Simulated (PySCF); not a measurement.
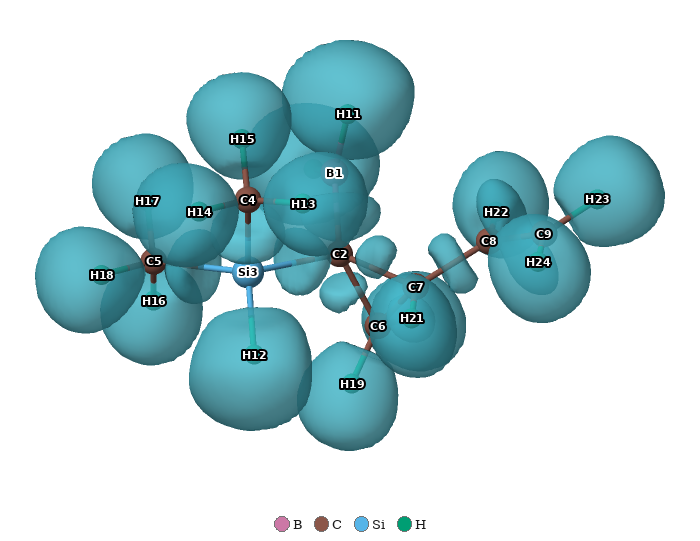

Figure. C7H15BSi. Isosurface of the electron localisation function at 0.8 (cyan), seen from one side. Only the valence region is drawn (cores and ρ < 0.01 e/Å³ removed).

Geometry: GFN2-xTB.

The calculation used PySCF, PBE0/pcSseg-1, SCF density, gas phase, non-relativistic.

```xyz
24

B     0.1359   -1.5787    0.9911
C    -0.0931   -0.5899   -0.1699
Si    1.3879    0.5999   -0.3695
C     1.4741    1.7593    1.1345
C     3.0085   -0.3770   -0.5538
C    -0.8398   -0.9366   -1.4199
C    -1.4330    0.0637   -0.4626
C    -2.5897   -0.3071    0.3564
C    -3.5196    0.5424    0.7632
H     0.5145   -2.6675    0.7777
H    -0.0060   -1.2255    2.0995
H     1.1448    1.3885   -1.5959
H     0.5385    2.2905    1.2801
H     2.2600    2.4992    1.0187
H     1.6784    1.2017    2.0439
H     2.9649   -1.0728   -1.3861
H     3.2215   -0.9516    0.3432
H     3.8480    0.2897   -0.7254
H    -0.4940   -0.5659   -2.3748
H    -1.3058   -1.9105   -1.4802
H    -1.4358    1.1001   -0.7837
H    -2.6379   -1.3523    0.6374
H    -4.3527    0.2324    1.3695
H    -3.4810    1.5878    0.5026
```

Q: What do the ELF domains correspond to?

A: The surface consists of one region between bonded B–C atoms (shared pairs), five regions between bonded C–C atoms (shared pairs), three regions between bonded C–Si atoms (shared pairs) and 15 regions around hydrogen nuclei. Profiles from the grid: C–C (1.32 Å): the ELF peaks at about 0.90 between the atoms (a short, multiple covalent bond). C–B (1.54 Å): the ELF peaks at about 0.95 between the atoms; localised, covalent bonding.
